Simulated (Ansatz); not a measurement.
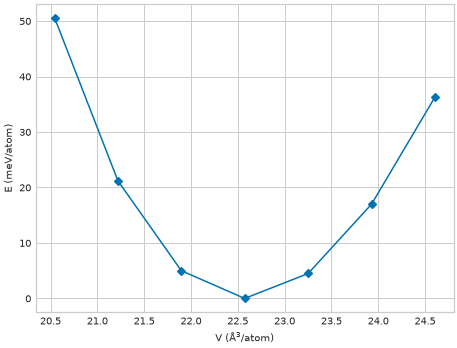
Figure: ZnSnP2 in space group P-4m2 (No. 115; Zn on 1a, Sn on 1c, P on 2g) under volume change, DFT-r²SCAN in the program Ansatz with PAW potentials, shape and atoms relaxed at each volume.

### Question
What does a third-order Birch–Murnaghan fit give for V₀, B₀ and B′?

### Answer
V₀ = 22.58 Å³/atom, B₀ = 74.4 GPa, B′ = 4.5.

The first step of the workflow began from a Materials Project structure, measured or hypothetical; the Crystallography Open Database copy checked does not list it. Whether it is the stable phase at ambient conditions was not checked. The cell was relaxed with r²SCAN under the symmetry of its start; whether a distortion lowers the energy is not shown. Scalar-relativistic: spin–orbit coupling is off unless named, which matters more the heavier the elements.

Potentials: the later of the program's two PAW sets.
